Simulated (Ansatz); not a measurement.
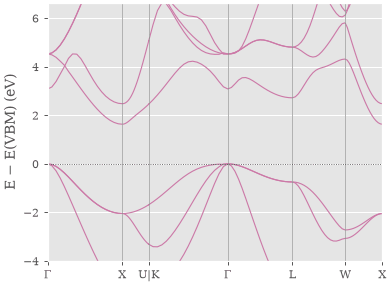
Figure: Band structure from plane-wave PAW PBE (Ansatz code)

Read off the gap and where the band edges lie.

About 1.6 eV (1.63 eV by a search for the band edges); maximum at Γ, minimum at X.

Which of these materials gives this?
A. PbSe, zinc blende
B. YN, rock salt
C. MgS, rock salt
D. AlP, zinc blende

D, AlP, zinc blende

Space group F-43m (zinc blende). The PBE relaxation kept the symmetry of its start.

Potentials: the later of the program's two PAW sets.
